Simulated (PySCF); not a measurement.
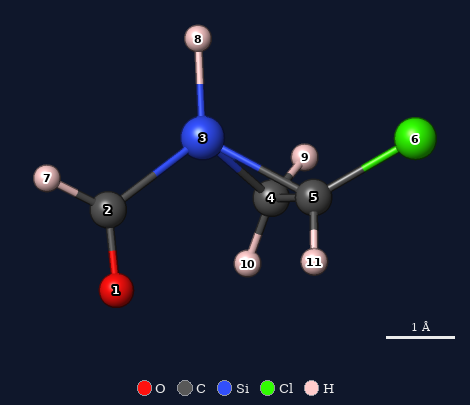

Figure 1. The structure as given in the input (ball-and-stick view, seen at a tilt; atoms are numbered from 1 in the order of the input). Bond lengths as drawn: C–C 1.52 Å, C–Cl 1.76 Å, C–H 1.10 to 1.12 Å, C–O 1.21 Å, C–Si 1.87 to 1.91 Å and H–Si 1.48 Å.

Excited-state calculation, with input and output: C₃H₅ClOSi

System: C₃H₅ClOSi.
Method: TDDFT B3LYP/def2-SVPD, vertical, gas phase, core orbitals frozen in the response (PySCF 2.14.0).

The geometry comes from this level: PBE0-D3(BJ)/def2-SVP.

The program's output:
```
coarse grid: 10696 points
cycle   1  E = -941.5941831682  dE =  7.337e-01  |g| = 7.814e-01  |ddm| = 4.440e+00
cycle   2  E = -940.8843134578  dE =  7.099e-01  |g| = 1.971e+00  |ddm| = 2.230e+00
cycle   3  E = -941.7242517086  dE = -8.399e-01  |g| = 1.405e-01  |ddm| = 1.695e+00
cycle   4  E = -941.7267942982  dE = -2.543e-03  |g| = 1.080e-01  |ddm| = 2.917e-01
cycle   5  E = -941.7296863996  dE = -2.892e-03  |g| = 2.527e-02  |ddm| = 1.401e-01
cycle   6  E = -941.7298508415  dE = -1.644e-04  |g| = 8.967e-03  |ddm| = 3.953e-02
cycle   7  E = -941.7298699501  dE = -1.911e-05  |g| = 2.482e-03  |ddm| = 1.215e-02
cycle   8  E = -941.7298714325  dE = -1.482e-06  |g| = 6.267e-04  |ddm| = 3.863e-03
final grid: 95368 points
cycle   9  E = -941.8533783574  dE = -1.767e-05  |g| = 5.066e-03  |ddm| = 6.430e-02
cycle  10  E = -941.8533612006  dE =  1.716e-05  |g| = 9.964e-03  |ddm| = 1.507e-02
cycle  11  E = -941.8533843526  dE = -2.315e-05  |g| = 1.112e-03  |ddm| = 9.857e-03
cycle  12  E = -941.8533845992  dE = -2.465e-07  |g| = 2.639e-04  |ddm| = 1.110e-03
cycle  13  E = -941.8533846142  dE = -1.506e-08  |g| = 1.206e-04  |ddm| = 4.576e-04
cycle  14  E = -941.8533846181  dE = -3.927e-09  |g| = 2.406e-05  |ddm| = 1.690e-04
cycle  15  E = -941.8533846183  dE = -1.680e-10  |g| = 5.536e-06  |ddm| = 4.449e-05
```

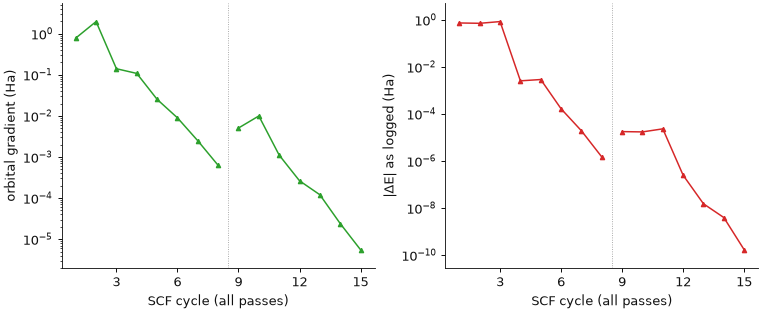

Figure 2. Convergence of the self-consistent field: orbital gradient and size of the energy change against the SCF cycle. The dotted line marks the change from a coarse to the final integration grid. The first 8 cycles use a coarse grid, the final grid takes over at cycle 9, and the field converges after 15 cycles in all.

```
converged SCF energy = -941.8533846183

Static polarisability (au): isotropic 84.462, principal 66.099 76.275 111.013

Singlet excitations
state   eV       nm        f      main configurations
  1   3.1979    387.7   0.00201   H-1->L 0.79, H->L 0.17
  2   4.0656    305.0   0.14602   H->L 0.80, H-1->L 0.17
  3   4.8424    256.0   0.00549   H-2->L 0.96
  4   5.7231    216.6   0.01171   H->L+1 0.96
  5   5.8139    213.3   0.00543   H-3->L 0.96
  6   6.1338    202.1   0.01693   H->L+2 0.82
  7   6.2869    197.2   0.01555   H-1->L+1 0.74, H->L+3 0.09
  8   6.4099    193.4   0.02052   H->L+3 0.67, H-1->L+1 0.15
  9   6.4531    192.1   0.11108   H-1->L+2 0.83
 10   6.5172    190.2   0.00408   H->L+4 0.87

Triplet excitations (Tamm-Dancoff, eV): 2.5886 3.1387 4.6214 5.2353
Vertical ionisation energy (delta-SCF) = 8.9738 eV
Vertical electron affinity (delta-SCF) = 0.4133 eV
```

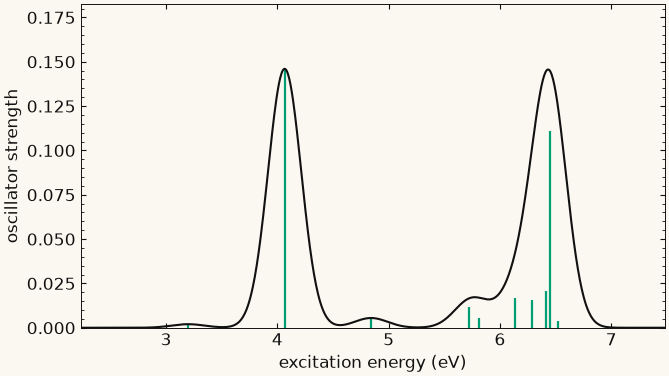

Figure 3. Computed excitations as sticks (degenerate states added up, dark ones marked on the axis), with a Gaussian envelope of 0.35 eV full width at half maximum, scaled to the tallest. Of the 10 states the lowest lies at 3.20 eV (f = 0.002); the strongest line is at 4.07 eV, or 305 nm (f = 0.146).

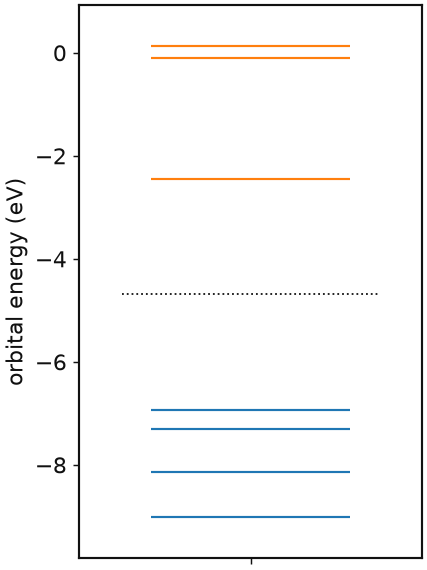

Figure 4. Orbital energies near the frontier; the dotted line parts filled from empty levels, and levels within 0.02 eV of each other stand side by side. Highest filled −6.92 eV, lowest empty −2.45 eV, 4.47 eV apart.

This output came from the following input.

Input:
```
{"job": {"kind": "uv", "xc": "B3LYP", "basis": "def2-SVPD", "ip": true}, "charge": 0, "multiplicity": 1}
O      1.847748     0.662465    -0.994225
C      1.652397    -0.296585    -0.287391
Si    -0.100573    -0.550466     0.428997
C     -1.440584     0.263056    -0.591755
C     -1.010143     1.083294     0.607858
Cl    -2.190591     1.357719     1.888382
H      2.488333    -1.008344    -0.049213
H     -0.408041    -1.689324     1.326458
H     -2.444167    -0.172993    -0.541068
H     -1.175309     0.666033    -1.576206
H     -0.433650     1.988760     0.386770
```

The first line tells a small driver script what to run in PySCF; the rest is the geometry in Å.

Command:
```bash
OMP_NUM_THREADS=1 python <driver script> task.json out
```

Summary:

```csv
quantity,value
outcome,converged
total energy,−941.853385 hartree
HOMO,−6.92 eV
LUMO,−2.45 eV
dipole moment,2.29 D
mean polarisability,84.46 a.u.
vertical ionisation energy,8.97 eV
vertical electron affinity,0.41 eV
lowest singlet excitation,3.20 eV
hardware,"1 CPU thread, shared host"
wall time,2 min
peak memory,0.79 GiB
```
